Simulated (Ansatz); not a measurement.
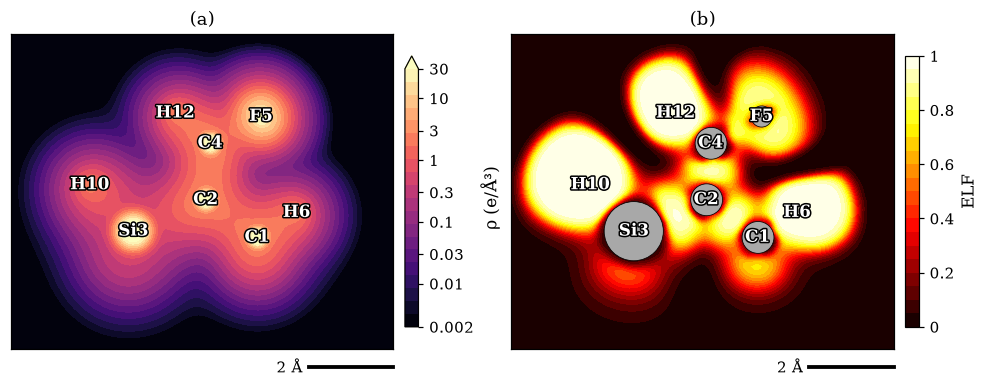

*C3H7FSi. (a) electron density; (b) ELF on the plane of atoms C2, C4 and F5. Grey discs cover the atomic cores in the ELF map.*

Computed with RKS r2SCAN-D4/cc-pVDZ in Ansatz 0.2.0.

The calculation's input:

```
crystal:
  periodic: [false, false, false]
  atoms:
    - { symbol: C, position_ang: [-1.0192, 0.4304, 1.1585] }
    - { symbol: C, position_ang: [-0.223, 0.1385, 0.156] }
    - { symbol: Si, position_ang: [0.8697, -1.3343, 0.229] }
    - { symbol: C, position_ang: [-0.0207, 0.9419, -1.1213] }
    - { symbol: F, position_ang: [-0.9388, 1.994, -1.1407] }
    - { symbol: H, position_ang: [-1.71, 1.3652, 1.058] }
    - { symbol: H, position_ang: [-1.128, -0.0956, 2.0701] }
    - { symbol: H, position_ang: [0.6352, -2.2285, -0.8949] }
    - { symbol: H, position_ang: [0.7206, -2.0391, 1.5701] }
    - { symbol: H, position_ang: [2.3128, -0.8841, 0.1455] }
    - { symbol: H, position_ang: [-1.18637, 0.58366, -0.09271] }
    - { symbol: H, position_ang: [0.9376, 1.335, -1.2268] }
basis:
  gaussian: { orbitals: cc-pVDZ }
hamiltonian:
  xc: r2scan
  dispersion: d4
relax:
  f_tol: 0.02
  max_steps: 50
output:
  orbitals: {}
```

Run with:

```sh
ansatz run input.yaml --threads 2 --pin off --max-ram 3072MiB --backend cpu --events-out ev --progress --plain --runs-dir out
```

The fields are those of the relaxed geometry.

Read the bonding off the picture.

Answer. The section cuts through C, Si, F and H sites.
C–C (1.34 Å): the density is about 2.2 e/Å³ at the midpoint; the ELF peaks at about 0.90 between the atoms (a multiple bond).
C–F (1.35 Å): ρ is about 2.1 e/Å³ halfway, with its minimum of 1.6 e/Å³ about 0.5 Å from C; the ELF peaks at about 0.85 between the atoms, as expected for a shared but strongly polarised pair.
C–Si (1.88 Å): ρ at the midpoint is about 0.91 e/Å³; the ELF peaks at about 0.95 between the atoms (localised, covalent bonding).
C–H (1.09 Å): ρ at the midpoint is about 2 e/Å³; the ELF climbs to about 1 towards the hydrogen, as it does in any bond to H: a covalent bond by its length.
C–C (1.51 Å): ρ at the midpoint is about 1.6 e/Å³; the ELF peaks at about 0.95 between the atoms, as expected for localised, covalent bonding.
The ELF also peaks beside F5, away from the bonds: lone-pair regions.
